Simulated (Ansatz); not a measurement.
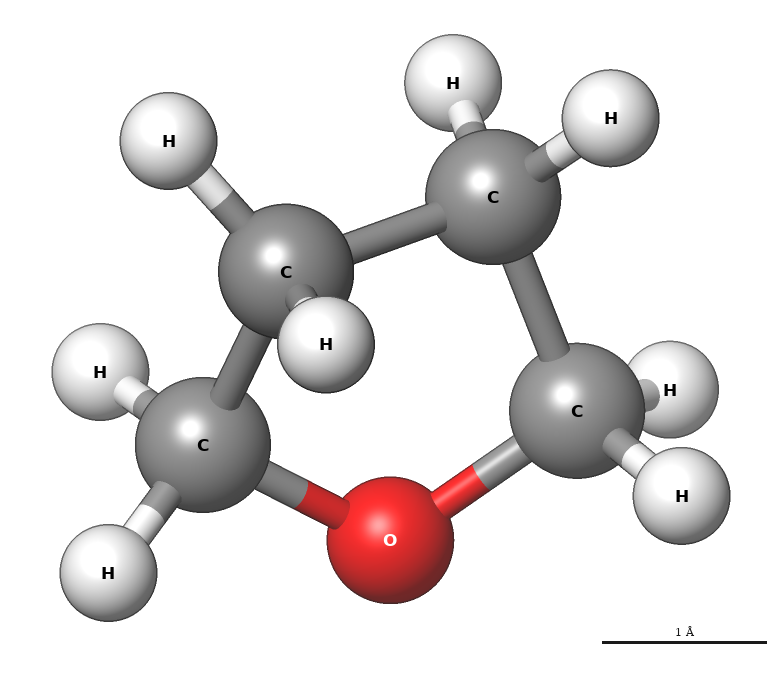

Ball-and-stick drawing of a structure.

The computed structure is the end point of a PBE0-D4/def2-TZVP optimisation.

Describe the molecule.

Formula C4H8O. SMILES: `C1CCOC1`. Independent rings (smallest set): 1 of 5 members. Among its groups: ether. Coordination: 4 C tetrahedral; 1 O bent.

The parts below concern this one geometry. Atoms keep their numbers from picture to picture.

**Levels of theory compared**

Program: Ansatz 0.2.0.

Compare dipole (D) at these levels: B3LYP-D4/def2-TZVPP; PBE-D4/def2-TZVPP; PBE0-D4/def2-TZVP; r2SCAN-D4/def2-TZVPP; ωB97M-V/def2-TZVPP.

```json
{"level": "B3LYP-D4/def2-TZVPP", "dipole (D)": "1.78"}
{"level": "PBE-D4/def2-TZVPP", "dipole (D)": "1.68"}
{"level": "PBE0-D4/def2-TZVP", "dipole (D)": "1.77"}
{"level": "r2SCAN-D4/def2-TZVPP", "dipole (D)": "1.74"}
{"level": "ωB97M-V/def2-TZVPP", "dipole (D)": "1.79"}
```

**Vibrations**

Harmonic vibrations computed with RKS PBE0-D4/def2-TZVP (Ansatz 0.2.0) at a stationary point of the same level.

**List the wavenumbers.**

33 modes: 60, 253, 576, 678, 851, 890, 919, 943, 949, 975, 1050, 1134, 1171, 1192, 1200, 1264, 1266, 1316, 1342, 1369, 1403, 1479, 1490, 1519, 1531, 3006, 3012, 3061, 3065, 3084, 3086, 3124, 3132 cm⁻¹.

**Charges**

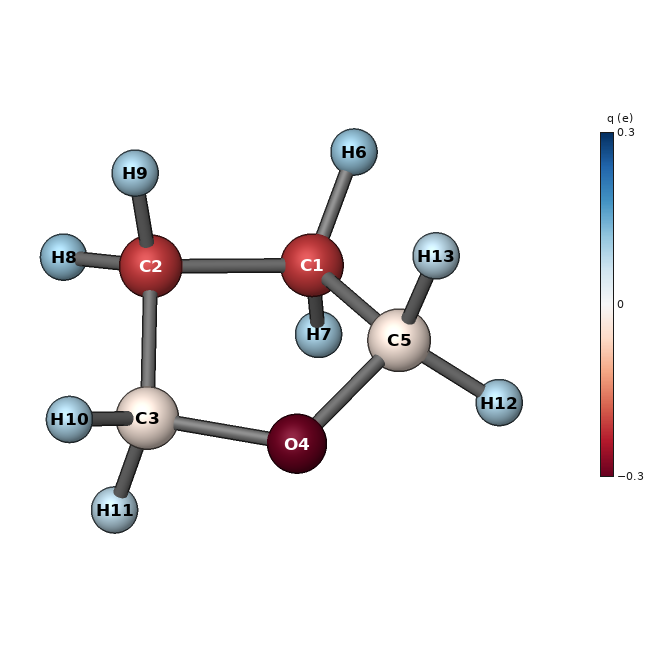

Atoms are coloured by their Mulliken charges. Properties computed with RKS PBE0-D4/def2-TZVP (Ansatz 0.2.0).

**Which atom carries the highest charge (most positive or least negative)?**

H6, H8 (0.11 e).

**And the lowest?**

O4 (−0.29 e).

Give the Mulliken charges atom by atom.

| atom | value (e) |
| --- | --- |
| C1 | −0.21 |
| C2 | −0.21 |
| C3 | −0.03 |
| O4 | −0.29 |
| C5 | −0.03 |
| H6 | 0.11 |
| H7 | 0.10 |
| H8 | 0.11 |
| H9 | 0.10 |
| H10 | 0.10 |
| H11 | 0.08 |
| H12 | 0.10 |
| H13 | 0.08 |

Mulliken values depend strongly on the basis set and can even reverse the polarity of a bond.
